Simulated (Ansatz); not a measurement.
Profile along the As–B line in BAs (zinc blende)

BAs (zinc blende)

```cif
data_AsB
_chemical_formula_sum 'As1 B1'
_space_group_name_H-M_alt 'P 1'
_space_group_IT_number 1
_cell_length_a 3.38273
_cell_length_b 3.38273
_cell_length_c 3.38273
_cell_angle_alpha 60.000
_cell_angle_beta 60.000
_cell_angle_gamma 60.000
loop_
_space_group_symop_operation_xyz
  'x, y, z'
loop_
_atom_site_label
_atom_site_type_symbol
_atom_site_fract_x
_atom_site_fract_y
_atom_site_fract_z
_atom_site_occupancy
As1 As 0.75000 0.75000 0.75000 1
B1 B 0.00000 0.00000 0.00000 1
```

Fields along a shortest As–B line of a {110} plane (2.07 Å), from As to B, interpolated on the slice's grid (step about 0.2 Å). The numbers are results of r2SCAN (plane waves to 500 eV, PAW, scalar-relativistic; Ansatz, a quantum-chemistry and plane-wave program), not measurements. k mesh 12×12×12. These are valence fields of a PAW run, semicore shells included where kept as valence: close to a nucleus they are smooth pseudo fields. BAs was relaxed with its symmetry unable to fall.

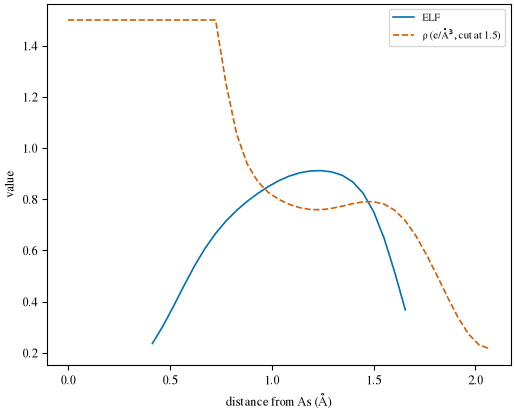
Figure: ELF (away from the nuclei) and valence density from As to B.

Density on the As–B line (2.07 Å) at its midpoint: 0.80 e/Å³. ELF at that point: 0.9. ELF maximum in the middle third of the As–B line: 0.91, 1.2 Å from As.
